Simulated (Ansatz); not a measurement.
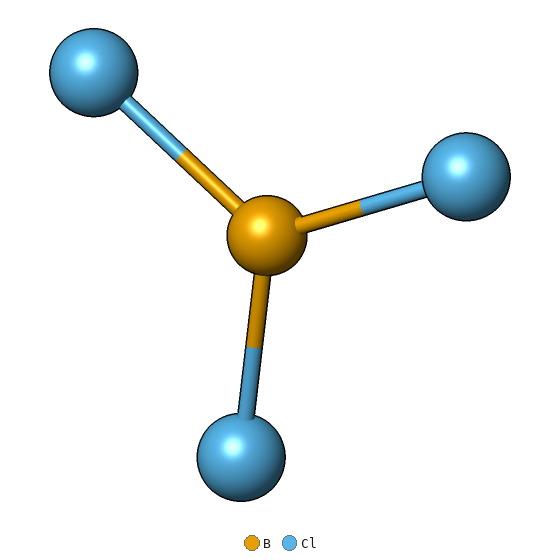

Ball-and-stick drawing of a structure. Every bond is drawn as one stick, whatever its order.

**Give the formula.**

BCl₃, 4 atoms: 1 boron and 3 chlorine.

**How many bonds of each kind are drawn?**

3 B–Cl. Sticks follow a distance rule.

**How many atoms are distinct by symmetry?**

2: 1 B, 3 Cl.

**Give the symmetry (Schoenflies symbol).**

D3h.

The parts below concern this one geometry. Atoms keep their numbers from picture to picture. The computed structure is the end point of a PBE0-D4/def2-TZVP optimisation.

**Thermal motion**

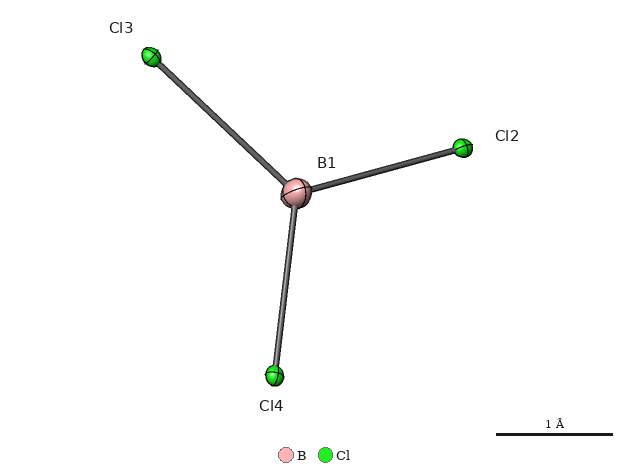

Displacement ellipsoids at the 50 % level, enlarged 2 times, from the internal vibrations of the free molecule (harmonic, no overall translation or rotation; no half-axis is drawn under 0.075 Å). Vibrations computed with RKS PBE0-D4/def2-TZVP (Ansatz 0.2.0). Temperature: 100 K.

**Which atom has the largest mean-square displacement?**

B1, with U_eq = 0.0022 Å².

Give the displacement parameters, one line for each set of equivalent atoms.

```tsv
atom	U_eq (Å²)	rms amplitudes (Å)
B1	0.0022	0.042, 0.042, 0.056
Cl2, Cl3, Cl4	0.00055	0.006, 0.027, 0.030
```

**Charges**

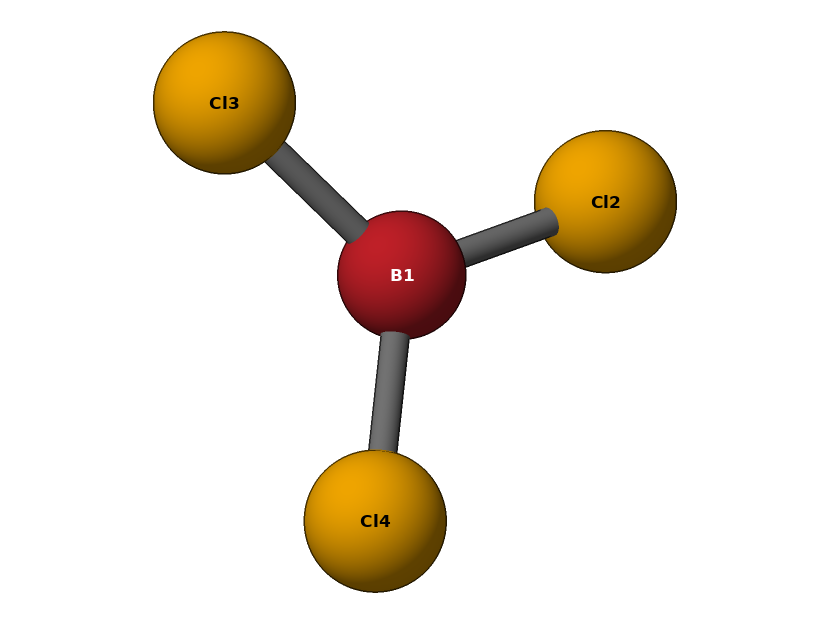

The questions are on Mulliken charges. Properties computed with RKS PBE0-D4/def2-TZVP (Ansatz 0.2.0).

Give the Mulliken charges atom by atom.

```csv
atom,value (e)
B1,0.23
Cl2,−0.08
Cl3,−0.08
Cl4,−0.08
```

**Electronic properties**

Method: RKS PBE0-D4/def2-TZVPP (Ansatz 0.2.0).

Predict the main results.

- HOMO energy (Kohn–Sham orbital): −9.09 eV
- LUMO energy (Kohn–Sham orbital): −1.69 eV
- HOMO–LUMO gap: 7.40 eV

Mulliken values depend strongly on the basis set and can even reverse the polarity of a bond.
